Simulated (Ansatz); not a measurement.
**H5N2Si···Br: density, localisation and related maps**

```xyz
9

Si    0.7816    1.3786    0.2490
Br   -1.3027   -1.9791   -0.8081
H     0.0186   -1.0667    0.2830
N     0.7025   -0.4256    0.8804
N    -0.4604    1.1843   -0.8533
H     0.3605   -0.4642    1.8394
H     1.6208   -0.8647    0.8886
H    -0.7717    1.9449   -1.4389
H    -0.9493    0.2923   -1.0403
```

The product side of a reaction path; geometry: PBE0-D4/def2-TZVP; a saddle point, not a minimum.

These are results of Ansatz, RKS PBE0-D4/def2-TZVPP, not measurements.

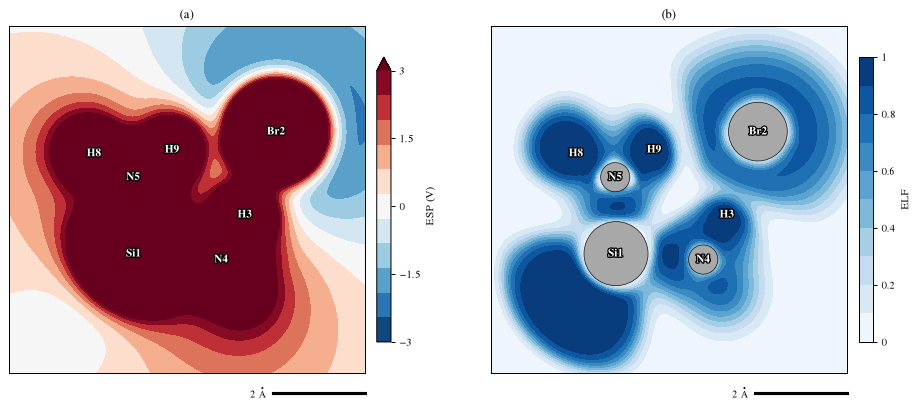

Figure 1. (a) molecular electrostatic potential; (b) electron localisation function on the plane of atoms Si1, N5 and H9. Grey discs cover the atomic cores in the ELF map.

### Interpret the plot.

The section cuts through Si, Br, H and N sites.
Br2···H3 (1.94 Å): the ELF climbs to about 0.90 towards the hydrogen, as it does in any bond to H.
Si–N (1.67 Å): the ELF peaks at about 0.90 between the atoms: a polar covalent bond.
N–H (1.01 Å): the ELF climbs to about 1 towards the hydrogen: an ordinary covalent bond to hydrogen.
Si–N (1.91 Å): the ELF peaks at about 0.95 between the atoms: a shared but strongly polarised pair.
The ELF also peaks beside Si1, away from the bonds: lone-pair regions.
Outside the dense part of the complex the potential is most negative (−2.0 V) near Br2.

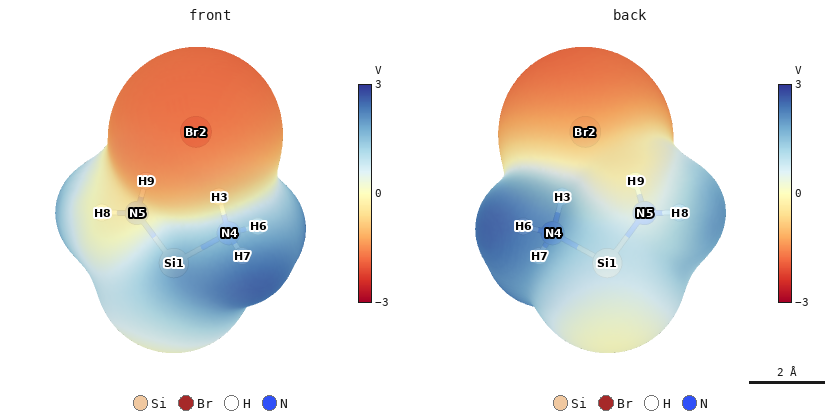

Figure 2. The molecular electrostatic potential painted on the density surface at 0.001 e/bohr³, seen from the front and from behind; red is negative and blue positive.

### Which sites attract a positive test charge, and which a negative one?

A positive charge is drawn to the negative regions and a negative charge to the positive ones. The most negative region (about −1.8 V) lies over Br2, the most positive (about +2.6 V) over H6 and H7.

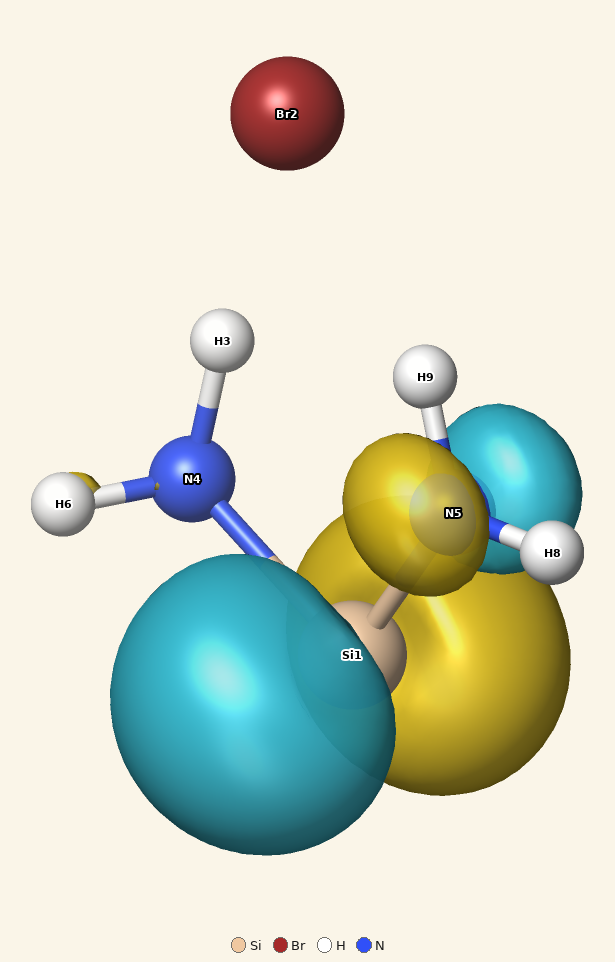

Figure 3. One frontier orbital at ±0.15 Å⁻³ᐟ² (yellow and cyan are the two phases), seen at an oblique angle.

### Which orbital is it: HOMO or LUMO?

The LUMO, at −2.38 eV. Its weight (Hirshfeld) is mainly on Si1 (about 75 %) and N5 (about 15 %).
